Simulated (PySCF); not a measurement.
Al₂Cl₆, singlet, geometry in Å:

```xyz
8

Al     0.2341     1.5701    -0.0688
Cl     2.1174     2.2851    -0.5904
Cl    -1.3914     2.7992     0.3567
Cl     0.4417    -0.0114     1.5587
Al    -0.1980    -1.5901     0.0481
Cl    -2.0849    -2.2939     0.5744
Cl     1.4154    -2.8342    -0.3809
Cl    -0.3960    -0.0105    -1.5815
```

Vertical TDDFT excitations, ωB97X-D/def2-SVPD with PySCF, at a PBE0-D3(BJ)/def2-SVP geometry (no frequency check), gas phase.

**Where does it absorb, and how strongly?**

The lowest singlet lies at 7.57 eV (164 nm, f = 0.016) (S2 lies within 0.06 eV, too close to order); the brightest of the first 15 is S6 at 8.07 eV (154 nm), f = 0.259, mainly HOMO−5 → LUMO (65 %) (S7 lies within 0.06 eV, too close to order). No singlet lies below 3.1 eV (beyond 400 nm), so at this level no vertical transition falls in the visible.


| state | E (eV) | λ (nm) | f | main character |
| --- | --- | --- | --- | --- |
| S1 | 7.57 | 164 | 0.016 | HOMO → LUMO (68 %) |
| S2 | 7.62 | 163 | 0.000 | HOMO−1 → LUMO (60 %) |
| S3 | 7.66 | 162 | 0.000 | HOMO−2 → LUMO (70 %) |
| S4 | 7.76 | 160 | 0.000 | HOMO−4 → LUMO (57 %) |
| S5 | 7.87 | 158 | 0.000 | HOMO−3 → LUMO (71 %) |
| S6 | 8.07 | 154 | 0.259 | HOMO−5 → LUMO (65 %) |
| S7 | 8.12 | 153 | 0.000 | HOMO−6 → LUMO (61 %) |
| S8 | 8.16 | 152 | 0.169 | HOMO−7 → LUMO (55 %) |
| S9 | 8.31 | 149 | 0.000 | HOMO → LUMO+2 (76 %) |
| S10 | 8.41 | 147 | 0.000 | HOMO−1 → LUMO+2 (74 %) |
| S11 | 8.57 | 145 | 0.000 | HOMO → LUMO+1 (38 %) |
| S12 | 8.60 | 144 | 0.042 | HOMO−2 → LUMO+2 (43 %) |
| S13 | 8.62 | 144 | 0.005 | HOMO−2 → LUMO+1 (30 %) |
| S14 | 8.71 | 142 | 0.021 | HOMO−1 → LUMO+1 (34 %) |
| S15 | 8.79 | 141 | 0.000 | HOMO−5 → LUMO+2 (76 %) |

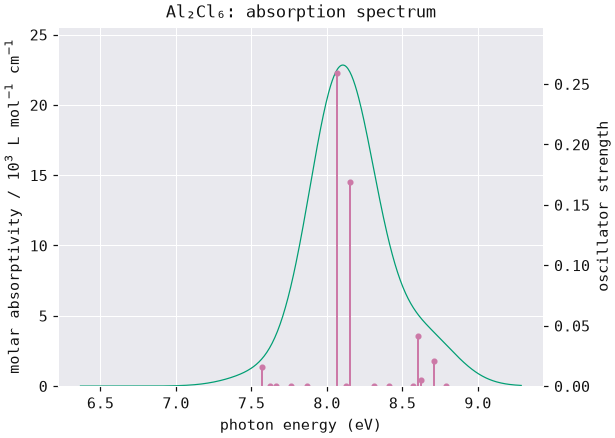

The lowest 15 singlet states are shown; each is broadened by a Gaussian of 1/e half-width 0.30 eV. Sticks give oscillator strengths (right axis).

Caveats: core orbitals are frozen in the response.
